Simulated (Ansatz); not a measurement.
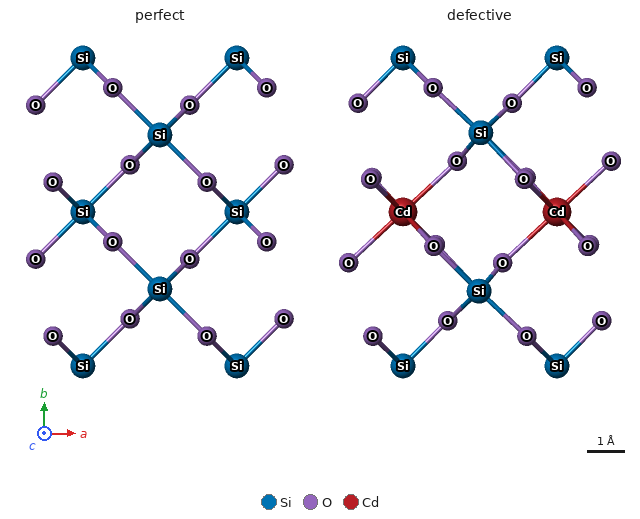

Left: perfect SiO2. Right: the same region with a pair of point defects, after relaxing the atoms in a supercell of 72 sites. Style: ball-and-stick. Shown: the atoms within 4.7 Å of one point, in a slice 5.0 Å thick across the line of sight, along the c axis.

Computed with DFT, PBEsol, PAW, plane waves in Ansatz. Settings: plane-wave cutoff 420 eV; k-point mesh 1 × 1 × 1; mesh shifted by (0.25, 0.25, 0.25); collinear spin. Fermi-Dirac smearing of 0.01 eV. The axes drawn are those of the host's conventional cell.

Q: Which defect is it?

A: Two silicon atoms are replaced by cadmium, the two sites 4.2 Å apart.

The charge state of the cell is 0.

Q: What does the relaxation do around it?

A: One site: in the host the Si atom has 6 O at 1.77 to 1.82 Å; the Cd atom ends with 6 O at 2.01 to 2.03 Å. The other site: in the host the Si atom has 6 O at 1.77 to 1.82 Å; the Cd atom ends with 6 O at 2.01 to 2.03 Å. Of the host's atoms, an oxygen atom moves furthest from its site, by 0.27 Å. The cell's net moment is 1.99 μB.

Limits of the set-up: the periodic images lie only 8.0 Å apart, so the values are limited by the cell's size.
